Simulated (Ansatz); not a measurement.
# Pressure series in TiO2

The parent structure is TiO2 in the rutile structure (space group P4_2/mnm, No. 136; a = 4.643 Å, c = 2.964 Å).

Cell and atoms are relaxed at each pressure.

Level of theory: PBE, PAW, 420 eV (Ansatz, a quantum-chemistry and plane-wave program; without spin-orbit coupling).

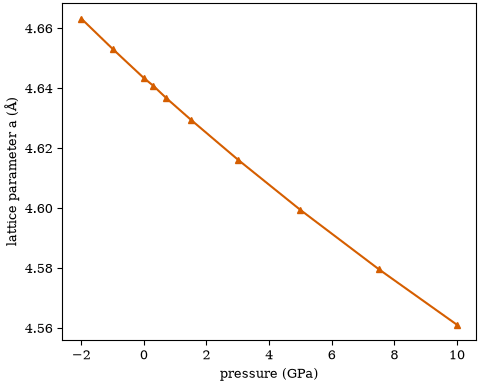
Fig. 1. Lattice parameter a against pressure

```csv
pressure (GPa),lattice parameter a
-2,4.663 Å
-1,4.653 Å
0.3,4.641 Å
0.7,4.637 Å
1.5,4.630 Å
3,4.616 Å
5,4.599 Å
7.5,4.580 Å
10,4.561 Å
```

Load acts through the strain it causes; cell and atoms are relaxed under it. Stability against distortions was not tested. Competing high-pressure phases were not computed. All final runs are without spin polarisation.
